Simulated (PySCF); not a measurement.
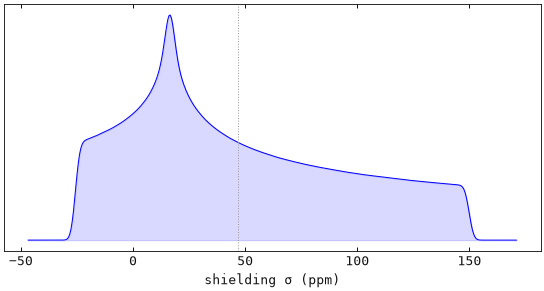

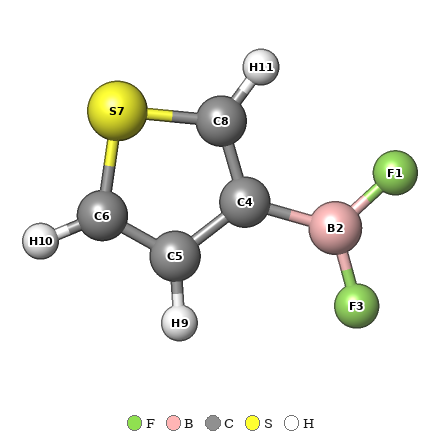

Static powder pattern (¹³C) from GIAO shielding tensors of C₄H₃BF₂S, SMILES FB(F)c1ccsc1, B3LYP/pcSseg-1, PySCF, at a PBE0-D3(BJ)/def2-SVP geometry (no frequency check); absolute shielding, one fixed geometry of the isolated molecule without any motion, no dipolar terms. The dotted line is the isotropic value; skew is 3(σiso − σ22)/span.

The pattern belongs to C4. Give the principal values, span and skew.

Answer. C4: σ11, σ22, σ33 = −26, 16, 150 ppm, isotropic 47, span 176 ppm, skew 0.52.

Note: one conformer of a flexible molecule.
